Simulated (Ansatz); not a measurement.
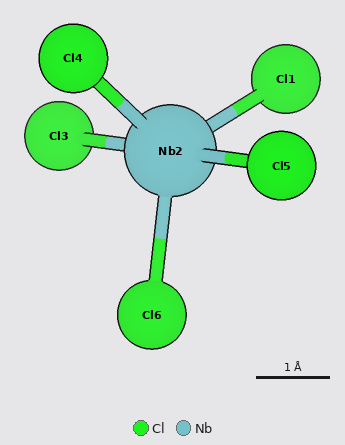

The structure of the first run (ball-and-stick view, seen at a tilt; atoms are numbered from 1 in the order of the input). Sticks mark near contacts. Bond lengths as drawn: Cl–Nb 2.29 to 2.34 Å.

# Two runs on NbCl₅

System: NbCl₅.
Method of the first run: RKS B3LYP-D4/def2-TZVPP (Ansatz 0.2.0).

Text and figures count atoms from 1; the logs count them from 0 in places.

### The input, the first run
```yaml
crystal:
  periodic: [false, false, false]
  atoms:
    - { symbol: Cl, position_ang: [0.80472382, -1.53691679, 1.4930857] }
    - { symbol: Nb, position_ang: [-6.703e-05, -0.0001872, 0.00022192] }
    - { symbol: Cl, position_ang: [1.79758208, 1.4107975, 0.48439755] }
    - { symbol: Cl, position_ang: [-1.45841875, 1.61914441, 0.69963855] }
    - { symbol: Cl, position_ang: [-1.79775217, -1.4110104, -0.48439695] }
    - { symbol: Cl, position_ang: [0.65318206, -0.08309752, -2.19177677] }
basis:
  gaussian: { orbitals: def2-TZVPP }
hamiltonian:
  xc: { name: B3LYP }
  dispersion: d4
relax:
  f_tol: 0.002
  max_steps: 150
```

Command:
```bash
ansatz run input.yaml --threads 4 --pin off --max-ram 10240MiB --backend cpu --events-out ev --progress --plain --runs-dir out
```

Hardware: 4 threads of Intel Xeon @ 2.50GHz (Skylake/Cascade Lake), 189 GiB of memory available, shared host.

### Output, shortened to warnings, some set-up lines, iterations and results (the first run)
```
[...]
mean field evaluation 1: about -64172.9065 eV, gradient 3.7e1 eV
mean field evaluation 2: about -64117.4801 eV, gradient 1.8e2 eV
mean field evaluation 4: about -64175.9728 eV, gradient 7.3e0 eV
mean field evaluation 8: about -64176.2413 eV, gradient 1.6e-1 eV
mean field evaluation 16: about -64176.2413 eV, gradient 5.2e-5 eV
relax step   1: F+E_penalty+E_count = -64176.76564216 eV  Δ(F+E_penalty+E_count) = +0.000e0 eV  max|allowed force component| = 1.389e-1 eV/Å  Δτ_max = 0.0000 Å  (31 SCF …
relax step   2: F+E_penalty+E_count = -64176.76715062 eV  Δ(F+E_penalty+E_count) = -1.508e-3 eV  max|allowed force component| = 5.585e-2 eV/Å  Δτ_max = 0.0109 Å  (35 SCF …
relax step   3: F+E_penalty+E_count = -64176.76758984 eV  Δ(F+E_penalty+E_count) = -4.392e-4 eV  max|allowed force component| = 6.398e-3 eV/Å  Δτ_max = 0.0049 Å  (35 SCF …
mean field evaluation 32: about -64176.0984 eV, gradient 1.6e-1 eV
relax step   4: F+E_penalty+E_count = -64176.76760988 eV  Δ(F+E_penalty+E_count) = -2.004e-5 eV  max|allowed force component| = 3.380e-4 eV/Å  Δτ_max = 0.0018 Å  (29 SCF …
1927 factors; their error is unknown
mean field -64176.24108467 eV, -2358.4333596430 hartree, gradient 1.5e-5 eV, S^2 0.000000; 1 other end points of the search recorded, 0 dependent functions left out
the calculation of the forces begins
reference -64176.24140596 eV, -2358.4333714502 hartree; 49, 49 occupied and 217, 217 virtual orbitals, 1927 factors
Total energy: -64176.76793117 eV, -2358.4527208950 hartree
Atom 0 at     0.801780    -1.532086     1.487906 Å, force     0.000062    -0.000231     0.000134 eV/Å
Atom 1 at    -0.000122    -0.000226     0.000200 Å, force     0.000049     0.000042     0.000019 eV/Å
Atom 2 at     1.795007     1.408570     0.483042 Å, force    -0.000338    -0.000290    -0.000164 eV/Å
Atom 3 at    -1.453880     1.613482     0.697034 Å, force    -0.000214     0.000157     0.000022 eV/Å
Atom 4 at    -1.795310    -1.408863    -0.482856 Å, force     0.000320     0.000267     0.000169 eV/Å
Atom 5 at     0.651776    -0.082146    -2.184156 Å, force     0.000122     0.000056    -0.000180 eV/Å
Dipole moment:     0.000014    -0.000071     0.000083 e Å
```

For the second run the input was changed thus:
```diff
-  xc: { name: B3LYP }
+  xc: r2scan
```

What does this change do to the results?

The total energies belong to different methods, so their difference says nothing on which is more stable or more accurate. The functional changes from B3LYP to r2SCAN.

### Output, shortened to warnings, some set-up lines, iterations and results (the second run)
```
[...]
mean field evaluation 1: about -64169.4001 eV, gradient 2.8e1 eV
mean field evaluation 2: about -64144.3679 eV, gradient 1.2e2 eV
mean field evaluation 4: about -64171.0254 eV, gradient 7.8e0 eV
mean field evaluation 8: about -64171.1604 eV, gradient 2.4e-1 eV
mean field evaluation 16: about -64171.1225 eV, gradient 3.3e-4 eV
relax step   1: F+E_penalty+E_count = -64171.19797725 eV  Δ(F+E_penalty+E_count) = +0.000e0 eV  max|allowed force component| = 2.847e-1 eV/Å  Δτ_max = 0.0000 Å  (32 SCF …
relax step   2: F+E_penalty+E_count = -64171.20496623 eV  Δ(F+E_penalty+E_count) = -6.989e-3 eV  max|allowed force component| = 1.266e-1 eV/Å  Δτ_max = 0.0215 Å  (35 SCF …
mean field evaluation 32: about -64171.1314 eV, gradient 1.3e-5 eV
relax step   3: F+E_penalty+E_count = -64171.20718934 eV  Δ(F+E_penalty+E_count) = -2.223e-3 eV  max|allowed force component| = 8.182e-3 eV/Å  Δτ_max = 0.0078 Å  (36 SCF …
relax step   4: F+E_penalty+E_count = -64171.20719949 eV  Δ(F+E_penalty+E_count) = -1.015e-5 eV  max|allowed force component| = 7.734e-3 eV/Å  Δτ_max = 0.0042 Å  (37 SCF …
relax step   5: F+E_penalty+E_count = -64171.20722219 eV  Δ(F+E_penalty+E_count) = -2.270e-5 eV  max|allowed force component| = 7.756e-4 eV/Å  Δτ_max = 0.0019 Å  (27 SCF …
relax step   6: F+E_penalty+E_count = -64171.20683745 eV  Δ(F+E_penalty+E_count) = +3.847e-4 eV  max|allowed force component| = 2.594e-2 eV/Å  Δτ_max = 0.0234 Å  (35 SCF …
relax step   7: F+E_penalty+E_count = -64171.20722219 eV  Δ(F+E_penalty+E_count) = +0.000e0 eV  max|allowed force component| = 7.756e-4 eV/Å  Δτ_max = 0.0000 Å  (27 SCF …
mean field evaluation 64: about -64171.1694 eV, gradient 1.5e-2 eV
mean field -64171.13145147 eV, -2358.2455840864 hartree, gradient 2.6e-5 eV, S^2 0.000000; 1 other end points of the search recorded, 0 dependent functions left out
the calculation of the forces begins
reference -64171.13147030 eV, -2358.2455847784 hartree; 49, 49 occupied and 217, 217 virtual orbitals, 1799 factors
Total energy: -64171.20724102 eV, -2358.2483693011 hartree
Atom 0 at     0.799082    -1.526994     1.482967 Å, force    -0.000272     0.000667    -0.000644 eV/Å
Atom 1 at    -0.000117    -0.000233     0.000214 Å, force     0.000057    -0.000216     0.000079 eV/Å
Atom 2 at     1.789251     1.404366     0.481242 Å, force     0.000706     0.000680     0.000232 eV/Å
Atom 3 at    -1.449113     1.607995     0.695185 Å, force     0.000506    -0.000493    -0.000128 eV/Å
Atom 4 at    -1.789785    -1.404193    -0.481552 Å, force    -0.000768    -0.000521    -0.000316 eV/Å
Atom 5 at     0.649933    -0.082211    -2.176886 Å, force    -0.000228    -0.000118     0.000776 eV/Å
Dipole moment:     0.000122    -0.000277     0.000307 e Å
```

### The two runs side by side

| quantity | the first run | the second run |
| --- | --- | --- |
| outcome | converged | converged |
| total energy (hartree) | −2358.452721 | −2358.248369 |
| largest force (eV/Å) | 0.000 | 0.001 |
| basis functions | 266 | 266 |
| wall time (shared host) | 88 s | 1.7 min |
